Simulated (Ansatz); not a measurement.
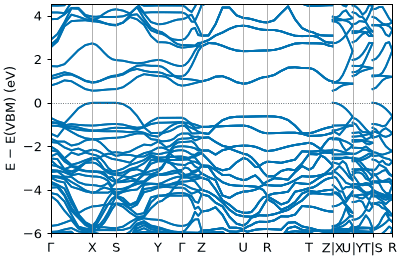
*Band structure from r²SCAN with spin–orbit coupling in the plane-wave PAW code Ansatz*

Q: Read off the gap and where the band edges lie.

A: About 0.6 eV (0.56 eV by a search for the band edges); maximum at S, minimum at X.

The material is Ta$_{2}$O$_{5}$ in space group Pmmm (No. 47; Pearson symbol oP7).

The workflow started from an entry of the Crystallography Open Database (COD); the relaxed space group is not among those it files for this formula. COD files the formula under space group No. 49, so this cell is another polymorph or a model. Whether it is the stable phase at ambient conditions was not checked. Symmetry was held in the r²SCAN relaxation; whether a distortion lowers the energy is not shown. The run is not spin-polarised.

Potentials: the later of the program's two PAW sets.
